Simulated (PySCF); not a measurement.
SMILES [C](=NC(C)C)C, doublet at its GFN2-xTB optimised geometry (Å):

```
16

C     -2.4690     0.0207    -0.6431
C     -1.0024     0.1109    -0.5631
N     -0.1674    -0.4448    -1.2872
C      1.2624    -0.3601    -1.2373
C      1.7903     0.3711     0.0000
C      1.7479     0.3115    -2.5240
H     -2.8497    -0.3731     0.2988
H     -2.8131    -0.6172    -1.4635
H     -2.8772     1.0224    -0.7740
H      1.6233    -1.3982    -1.2260
H      1.4327     1.3982     0.0000
H      1.4347    -0.1182     0.9036
H      2.8772     0.3711     0.0000
H      2.8337     0.2956    -2.5691
H      1.3511    -0.2098    -3.3916
H      1.4078     1.3443    -2.5545
```

Calculation: unrestricted PBE0/def2-TZVP (PySCF 2.14.0).

Map of the log10 of the electron density (e/bohr³), floored at −4 on the plane z = 1.2 Å:

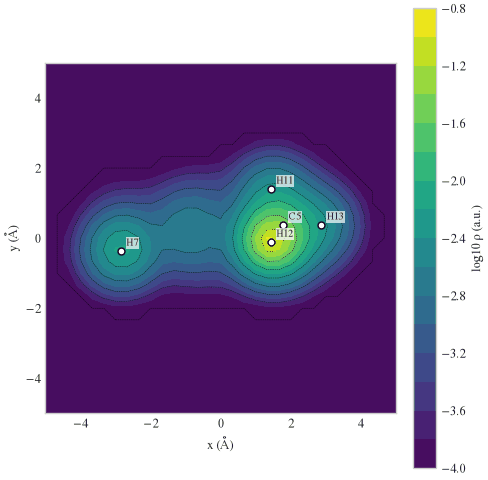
Figure. Log10 of the electron density (e/bohr³), floored at −4 on the plane z = 1.2 Å.
